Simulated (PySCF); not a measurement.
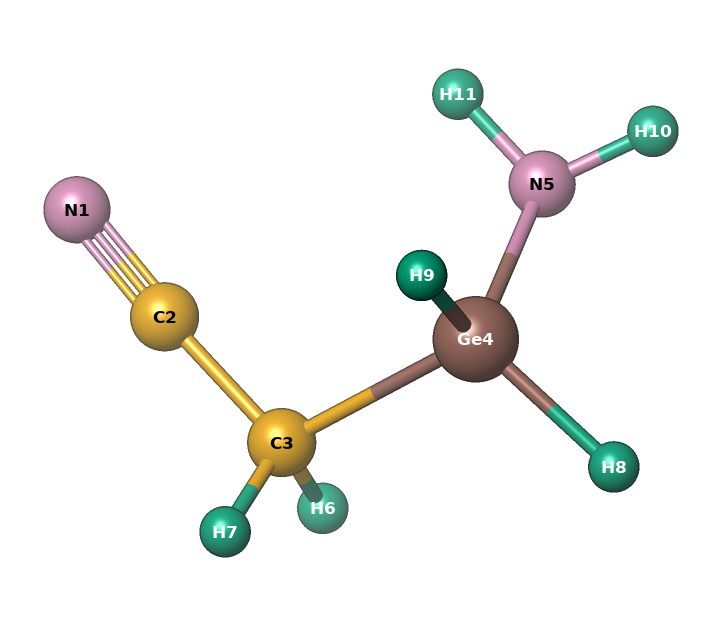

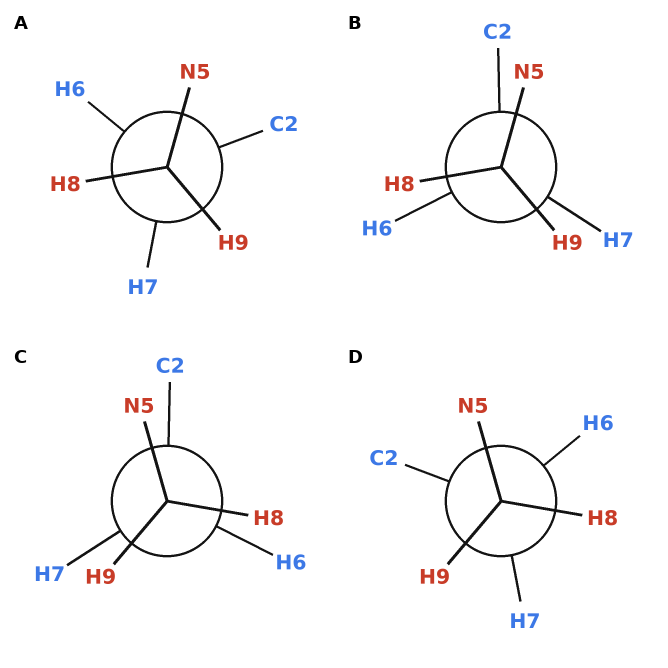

Atoms fade into the background with distance from the viewer. Bonds that would overlap in a projection are set slightly apart. The computed structure is the end point of a PBE0-D3(BJ)/def2-SVP optimisation. No frequency run is at hand to confirm it as a minimum.

### Which Newman projection shows the view along Ge4–C3, with Ge4 in front?

D. The torsion angle N5–Ge4–C3–C2 is −54°, synclinal (gauche).
